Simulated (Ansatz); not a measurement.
```
CELL_PARAMETERS angstrom
3.53123 0.00000 0.00000
0.00000 3.53123 0.00000
0.00000 0.00000 3.53123
ATOMIC_POSITIONS crystal
Mo 0.00000 0.00000 0.00000
Se 0.50000 0.50000 0.50000
```

Space group Pm-3m; started from the CsCl (B2) prototype, which need not be the ambient phase; Hubbard U of 4.38 eV on Mo d only; spin-polarised.

These are results of DFT r2SCAN+U, scalar-relativistic, plane waves, PAW in Ansatz 0.2.0, not measurements.

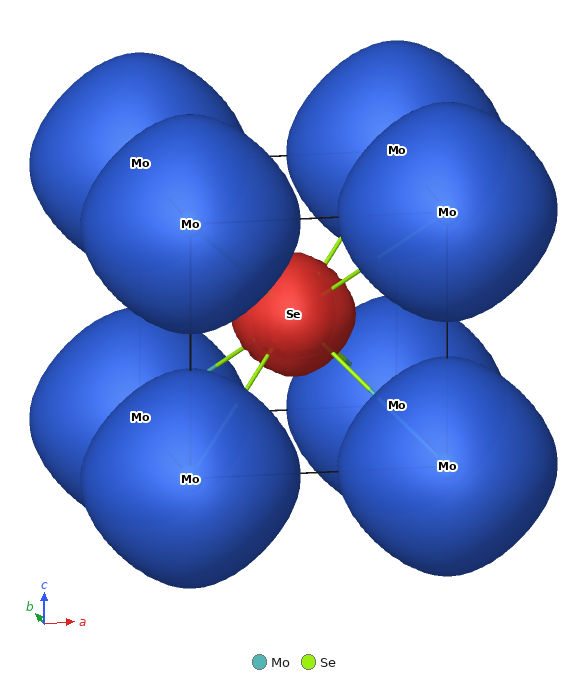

MoSe. Isosurfaces of the magnetisation density (up minus down) at +0.08 (blue) and −0.08 e/Å³ (red), seen slightly off an axis. Sticks mark near contacts.

Core electrons are frozen (PAW), and the valence fields are smoothed inside the atomic spheres.

Q: Which atoms carry the moments, and with what signs?

A: The spin density sits on Mo: +3.8 μB in one cell of 2 atoms, with smaller moments on other sites: Se (up to −0.44 μB): parallel main moments (a ferromagnetic arrangement) in this solution. The cell of the calculation (2 atoms) carries 4.0 μB of net spin moment.
